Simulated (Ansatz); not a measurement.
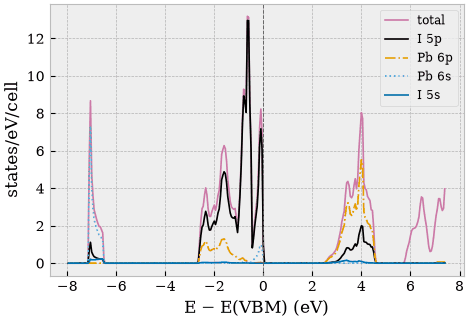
Figure: Total and projected density of states of PbI2 (CdI2 type, P-3m1), plane-wave PAW PBE (Ansatz code)

### Question
Which orbitals carry the states next to the gap?

### Answer
Top 1 eV of the valence band: I 5p 94 %. Bottom 1 eV of the conduction band: Pb 6p 75 %, I 5p 16 %. Projections are on Löwdin-orthogonalised atomic valence shells; empty p or d shells of many metals are not among them.

### Question
Where is the tallest occupied peak in this window, and what makes it?

### Answer
Near -0.7 eV, about 13 states/eV per cell; the largest projected share is I 5p.

Symmetry was held in the PBE relaxation. The volume lies over 15 % above that of the usual cell of this phase: another minimum, or an error of the functional. A crystal of weakly bound layers computed without a dispersion correction: the cell and the soft elastic constants depend strongly on that. Scalar-relativistic: spin–orbit coupling is off unless named, which matters more the heavier the elements.

Potentials: the later of the program's two PAW sets.
